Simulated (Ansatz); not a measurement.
# r2SCAN/def2-SVPD (core potential) run of CH3In (SMILES C[In])

Aim: the electronic atomisation energy of CH3In at r2SCAN/def2-SVPD (core potential), from 4 runs. 

The results are computed with Ansatz 0.2.0.

46 further runs of the same task are left out: 5 that didn't finish, 41 set aside as unsound or not needed.

## Step 1: The system as given

CH3In: 5 atoms, total charge 0, spin state singlet. SMILES: `C[In]`. Geometry: relaxed at PBE0-D4/def2-TZVP.

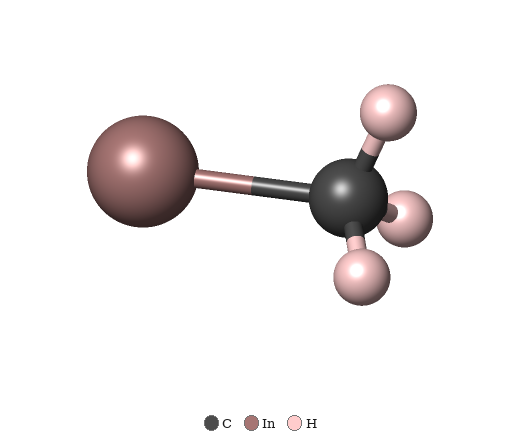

Viewed from a chosen angle; carbon dark grey, indium brown, hydrogen pink.

## Step 2: The energy at r2SCAN/def2-SVPD (core potential)

molecule.yaml reads:

```yaml
crystal:
  periodic: [false, false, false]
  atoms:
    - {symbol: C, position_ang: [-0.182770, 0.073150, -0.070580]}
    - {symbol: In, position_ang: [1.772750, -0.709460, 0.684610]}
    - {symbol: H, position_ang: [-0.972960, -0.040920, 0.680150]}
    - {symbol: H, position_ang: [-0.502560, -0.460530, -0.972760]}
    - {symbol: H, position_ang: [-0.114460, 1.137770, -0.321410]}
basis:
  gaussian:
    orbitals: def2-SVPD
total_charge: 0
hamiltonian:
  xc: r2scan
accuracy: high
output:
  orbitals: {seedname: orbitals}
```

On the command line:

```console
$ ansatz run molecule.yaml --threads 1 --pin off --max-ram 3480MiB --events-out events.jsonl --progress --plain --runs-dir runs
```

The program printed:

```text
Warning: RAYON_NUM_THREADS=1 ignored (pool sized by the plan → 1); use --threads N
Functional definition: r2SCAN
  name "r2SCAN"
  parameter k0 = 0.174
  parameter k1 = 0.065
  parameter a1 = 4.9479
  exchange = r2scan_x(k0 = k0, k1 = k1, a1 = a1)
  correlation = r2scan_c
1696 factors; integrals over basis functions are off by at most 3.1e-9 eV
mean field evaluation 1: about -6251.8834 eV, gradient 5.5e1 eV
mean field evaluation 2: about -6218.0729 eV, gradient 9.1e1 eV
mean field evaluation 4: about -6259.6809 eV, gradient 4.4e0 eV
mean field evaluation 8: about -6259.7739 eV, gradient 2.4e-1 eV
mean field evaluation 16: about -6259.7741 eV, gradient 1.8e-5 eV
mean field -6259.77409481 eV, -230.0424549570 hartree, gradient 3.5e-8 eV, S^2 0.000000; 0 other end points of the search recorded, 0 dependent functions left out
reference -6259.77409563 eV, -230.0424549873 hartree; 15, 15 occupied and 61, 61 virtual orbitals, 1696 factors
Total energy: -6259.77409563 eV, -230.0424549873 hartree
```

It took 11 s on 1 thread of Arm Neoverse V1, shared host; peak memory 0.23 GiB.

## Step 3: The C atom

molecule.yaml reads:

```yaml
crystal:
  periodic: [false, false, false]
  atoms:
    - symbol: C
      position_ang: [0.000000, 0.000000, 0.000000]
basis:
  gaussian: {orbitals: def2-SVPD}
magnetization: {spin_polarized: true, initial_magnetization: 2}
hamiltonian: {xc: r2scan}
accuracy: high
```

Run the same way, it converges to -37.78828 Eh (log not shown).

## Step 4: The H atom

in.yaml reads:

```yaml
crystal:
  periodic: [false, false, false]
  atoms:
    - {symbol: H, position_ang: [0.000000, 0.000000, 0.000000]}
basis:
  gaussian:
    orbitals: def2-SVPD
total_charge: 0
magnetization:
  spin_polarized: true
  initial_magnetization: 1
hamiltonian:
  xc: r2scan
accuracy: high
```

Run the same way, it converges to -0.49921 Eh (log not shown).

## Step 5: The In atom at the same level

molecule.yaml reads:

```yaml
crystal:
  periodic: [false, false, false]
  atoms:
    - {symbol: In, position_ang: [0.000000, 0.000000, 0.000000]}
basis:
  gaussian:
    orbitals: def2-SVPD
total_charge: 0
magnetization:
  spin_polarized: true
  initial_magnetization: 1
hamiltonian:
  xc: {name: r2SCAN}
accuracy: high
```

On the command line:

```console
$ ansatz run molecule.yaml --threads 1 --pin off --max-ram 3480MiB --events-out events.jsonl --progress --plain --runs-dir runs
```

The program printed:

```text
Warning: RAYON_NUM_THREADS=1 ignored (pool sized by the plan → 1); use --threads N
Functional definition: r2SCAN
  name "r2SCAN"
  parameter k0 = 0.174
  parameter k1 = 0.065
  parameter a1 = 4.9479
  exchange = r2scan_x(k0 = k0, k1 = k1, a1 = a1)
  correlation = r2scan_c
297 factors; integrals over basis functions are off by at most 1.1e-9 eV
mean field evaluation 1: about -5174.9273 eV, gradient 2.1e0 eV
mean field evaluation 2: about -5174.9733 eV, gradient 4.9e-1 eV
mean field evaluation 4: about -5174.9730 eV, gradient 5.0e-1 eV
mean field evaluation 8: about -5174.9746 eV, gradient 4.7e-3 eV
mean field evaluation 16: about -5174.9746 eV, gradient 1.1e-6 eV
mean field evaluation 32: about -5174.8773 eV, gradient 2.5e0 eV
mean field evaluation 64: about -5174.9746 eV, gradient 2.2e-5 eV
mean field evaluation 96: about -5174.9797 eV, gradient 5.8e-2 eV
mean field -5174.97459970 eV, -190.1768088151 hartree, gradient 2.8e-8 eV, S^2 0.755259; 5 other end points of the search recorded, 0 dependent functions left out
reference -5174.97460474 eV, -190.1768090004 hartree; 11, 10 occupied and 21, 22 virtual orbitals, 297 factors
Total energy: -5174.97460474 eV, -190.1768090004 hartree
```

Wall time 17 s (1 thread of Arm Neoverse V1, shared host); peak memory 0.19 GiB.

## Step 6: What came out

At r2SCAN/def2-SVPD (core potential):

```
                     quantity          value
       molecule: total energy  -230.04245 Eh
        molecule: HOMO energy       -4.70 eV
        molecule: LUMO energy       -1.91 eV
      molecule: HOMO–LUMO gap        2.78 eV
         C atom: total energy   -37.78828 Eh
                 C atom: ⟨S²⟩          2.006
         H atom: total energy    -0.49921 Eh
                 H atom: ⟨S²⟩          0.750
        In atom: total energy  -190.17681 Eh
                In atom: ⟨S²⟩          0.755
electronic atomisation energy      15.776 eV
```

**Reading.** Taking the molecule apart into free atoms costs 15.78 eV (364 kcal/mol), before zero-point energy and without spin-orbit coupling.
